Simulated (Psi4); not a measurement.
**CH2F (SMILES [CH2]F): UMP2/6-31G(d) (density fitting, density fitting for correlation, spherical functions, sweep point 4)**

Aim: a single-point energy of CH2F. 

Program for the calculation: Psi4 1.11.

22 further runs of the same task are left out: 22 set aside as unsound or not needed.

### Step 1. The system as given

CH2F: 4 atoms, total charge 0, spin state doublet. As SMILES, `[CH2]F`. The shape is that of a PBE0-D4/def2-TZVP optimisation.

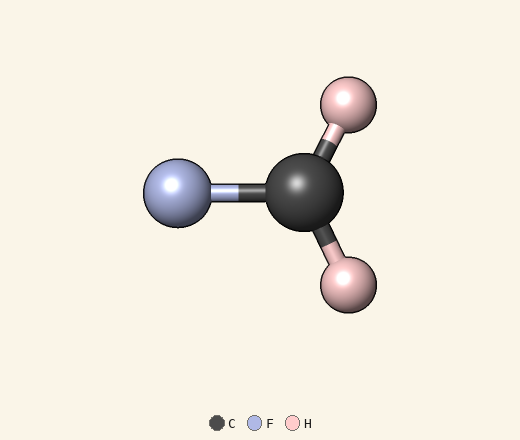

The structure, seen from a chosen angle (carbon dark grey, fluorine light blue, hydrogen pink).

### Step 2. A single-point energy at UMP2/6-31G(d) (density fitting, density fitting for correlation, spherical functions, sweep point 4)

input.in

```
memory 1600 MB

molecule {
  0 2
  C     -0.05688076    -0.10884822    -0.24774309
  F      1.79523982     1.31146993     0.68899415
  H     -1.78938167     0.89251765    -0.66612846
  H      0.05102261    -2.09513935     0.22487741
  units au
  symmetry c1
}

set globals {
  basis 6-31G*
  reference uhf
  puream true
  scf_type df
  num_frozen_docc 2
  d_convergence 1e-05
  e_convergence 1e-05
  maxiter 150
}

e_tot, wfn = energy("mp2", return_wfn=True)
```

The run is started by

```console
$ psi4 -n 1 input.in input.out
```

input.out:

```text
[...]
  Running in c1 symmetry.
[...]
  Nuclear repulsion =   32.286144646998451
[...]
  Multiplicity = 2
[...]
  Nalpha       = 9
  Nbeta        = 8
[...]
    Number of basis functions: 32
[...]
   @DF-UHF iter   1:  -138.37553329962108   -6.21148e-01   6.54846e-03 ADIIS/DIIS
[...]
   @DF-UHF iter   8:  -138.39967437494698   -4.10179e-07   5.47217e-06 DIIS
[...]
   @S^2 Observed:                7.604947615E-01
[...]
    Orbital Energies [Eh]
    ---------------------
    Alpha Occupied:
       1A    -26.297164     2A    -11.313410     3A     -1.619340
       4A     -0.950803     5A     -0.724132     6A     -0.710442
       7A     -0.689527     8A     -0.550236     9A     -0.382025
    Alpha Virtual:
      10A      0.251755    11A      0.324084    12A      0.330881
      13A      0.699091    14A      0.780782    15A      0.820249
      16A      0.843997    17A      1.135792    18A      1.151825
      19A      1.517479    20A      1.524215    21A      1.641063
      22A      1.775372    23A      1.805640    24A      2.025217
      25A      2.113085    26A      2.175498    27A      2.301922
[...]
  @DF-UHF Final Energy:  -138.39967437494698
   => Energetics <=
    Nuclear Repulsion Energy =             32.2861446469984514
    One-Electron Energy =                -255.5015590421879779
    Two-Electron Energy =                  84.8157400202425436
    Total Energy =                       -138.3996743749469829
  UHF NO Occupations:
  HONO-2 :    7  A 1.9990634
  HONO-1 :    8  A 1.9965984
[...]
 Multipole Moments:
 ------------------------------------------------------------------------------------
     Multipole            Electronic (a.u.)      Nuclear  (a.u.)        Total (a.u.)
 ------------------------------------------------------------------------------------
 L = 1.  Multiply by 2.5417464519 to convert [e a0] to [Debye]
 Dipole X            :          1.7034267           -2.2315006           -0.5280739
 Dipole Y            :          1.2243911           -1.5857399           -0.3613487
 Dipole Z            :          0.5863339           -0.7072731           -0.1209392
 Magnitude           :                                                    0.6511998
[...]
```

It took 1.6 s on 1 thread of Intel Xeon Platinum 8488C (Sapphire Rapids), shared host; peak memory 0.19 GiB.

### Step 3. Results

Level: UMP2/6-31G* (density fitting, density fitting for correlation, spherical functions, sweep point 4), 2 core orbitals frozen.

```
                                                  quantity          value
                                              total energy  -138.67500 Eh
HOMO energy (Hartree–Fock orbitals) (highest over α and β)      -10.40 eV
 LUMO energy (Hartree–Fock orbitals) (lowest over α and β)        4.44 eV
               correlation energy (2 core orbitals frozen)     -275.3 mEh
                         ⟨S²⟩ of the reference determinant          0.760
```
